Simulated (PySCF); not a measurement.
**C$_{3}$H$_{11}$BN$_{2}$Si (SMILES CC#[N+][BH2-]N(C)[SiH3]): density, localisation and related maps**

```xyz
18

C     2.9038    0.3836    0.4020
C     1.8924   -0.0863   -0.4953
N     1.0782   -0.4498   -1.2225
B    -0.2908   -0.7569   -1.8058
N    -1.2429   -0.2613   -0.7423
C    -1.3914   -1.1145    0.4116
Si   -1.7556    1.3678   -0.6320
H     2.4336    0.7838    1.3009
H     3.4851    1.1719   -0.0770
H     3.5684   -0.4355    0.6777
H    -0.3439   -0.1348   -2.8147
H    -0.3115   -1.9387   -1.9514
H    -0.5018   -1.0933    1.0594
H    -2.2460   -0.8048    1.0148
H    -1.5451   -2.1474    0.0917
H    -3.0254    1.3750    0.1047
H    -0.8185    2.2454    0.1187
H    -1.8974    1.9021   -1.9815
```

Geometry: GFN2-xTB.

Computed with CAM-B3LYP/def2-SVPD, SCF density, gas phase (PySCF 2.14.0).

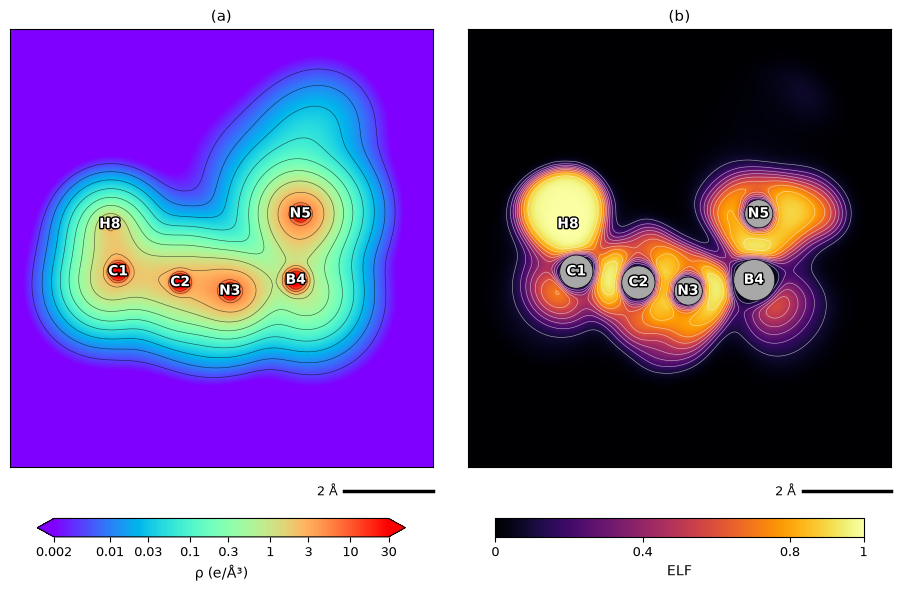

Figure 1. (a) electron density; (b) ELF on the plane of atoms C2, C1 and H8. Grey discs cover the atomic cores in the ELF map.

> Describe what can be read from this map.

Atoms in the plane: C, N, B and H. C–N (1.15 Å): ρ is about 3.5 e/Å³ halfway; the ELF peaks at about 0.85 between the atoms; a short, multiple covalent bond. C–C (1.43 Å): ρ at the midpoint is about 1.9 e/Å³; the ELF peaks at about 0.95 between the atoms, as expected for a covalent bond. B–N (1.51 Å): the density is about 1.5 e/Å³ at the midpoint; the ELF peaks at about 0.95 between the atoms, as expected for a shared but strongly polarised pair. C–H (1.09 Å): ρ at the midpoint is about 2 e/Å³; the ELF climbs to about 1 towards the hydrogen, as it does in any bond to H (a covalent bond by its length). The ELF also peaks beside N5, away from the bonds: lone-pair regions.

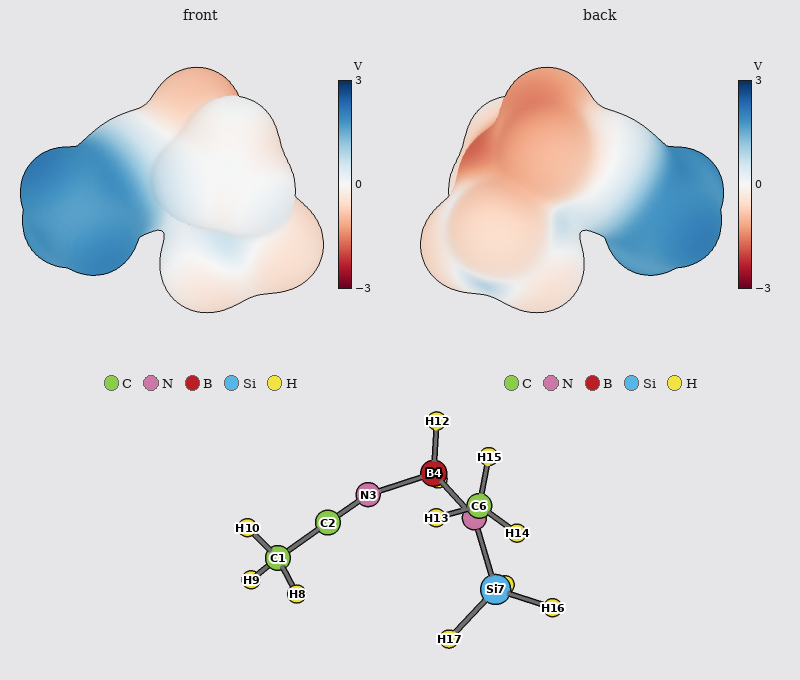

Figure 2. The molecular electrostatic potential painted on the density surface at 0.002 e/bohr³, seen from the front and from behind; the colour scale runs from red (negative) to blue (positive). The bare structure is drawn below in the same view.

> Where is the surface potential most negative and most positive?

The most negative region (about −1.7 V) lies over N5, the most positive (about +2.1 V) over H9 and H10. N5 is the likeliest acceptor of a hydrogen bond.

> How polar is the molecule by this calculation?

Its dipole moment is 7.21 D.
